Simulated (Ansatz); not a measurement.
Fields on a plane of BiRh (NiAs type)

```
BiRh
1.0
    4.12992     0.00000     0.00000
   -2.06496     3.57662     0.00000
    0.00000     0.00000     5.69239
Bi Rh
2 2
Cartesian
  0.00000   2.38441   1.42310
  2.06496   1.19221   4.26930
  0.00000   0.00000   2.84620
  0.00000   0.00000   0.00000
```

The slice is a (0001) plane (indices of the conventional cell) through the point (0.667, 0.333, 0.750) (fractional), spanned by u = [110] and v = [1 -1 0] in vectors of this cell: u (4.13 Å) and v (7.15 Å, at 90° to u). It covers one period; positions are fractions (u, v).

Atoms on it: Bi at (0.00, 0.00); Bi at (0.50, 0.50).

Computed with r2SCAN (plane waves to 500 eV, PAW, scalar-relativistic; Ansatz, a quantum-chemistry and plane-wave program). k mesh 13×13×8. Inside the PAW spheres the values are not all-electron values, and peaks at nuclei hang on which shells count as valence. BiRh is run without spin polarisation. BiRh was relaxed with its symmetry unable to fall. Spin-orbit coupling is left out, though Bi is heavy.

```tsv
v \ u	0.00	0.17	0.33	0.50	0.67	0.83
0.90	0.4	-0.2	-0.6	-0.6	-0.6	-0.2
0.80	-0.8	-0.8	-0.7	-0.6	-0.7	-0.8
0.70	-1.5	-1.2	-0.7	-0.5	-0.7	-1.2
0.60	-1.4	-1.0	-0.2	0.4	-0.2	-1.0
0.50	-0.9	-0.6	0.5	0.9	0.5	-0.6
0.40	-0.6	-0.6	-0.2	0.4	-0.2	-0.6
0.30	-0.6	-0.7	-0.8	-0.8	-0.8	-0.7
0.20	-0.5	-0.7	-1.2	-1.5	-1.2	-0.7
0.10	0.4	-0.2	-1.0	-1.4	-1.0	-0.2
0.00	0.9	0.5	-0.6	-0.9	-0.6	0.5
```

Values: log₁₀ of the valence density in e/Å³. The scale is logarithmic, as a density can span decades between atoms and voids.

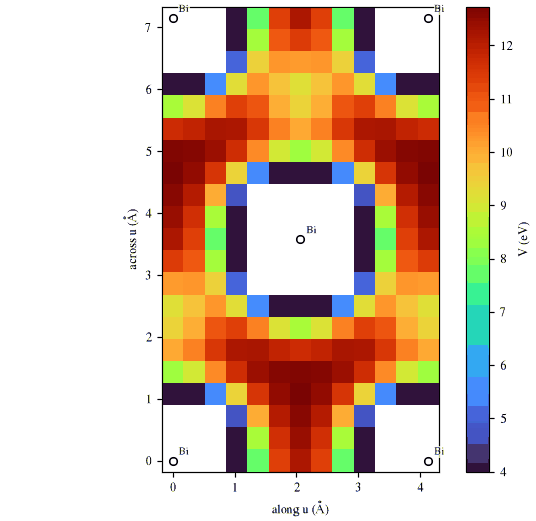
Figure: Electrostatic potential energy of an electron, from the cell's mean, in eV, one period of the plane, atoms marked. Points within 1 Å of a nucleus are left white, as the pseudised field means little there. Values under 4 eV are set to 4. The zero, the cell's mean, hangs on the PAW cores.
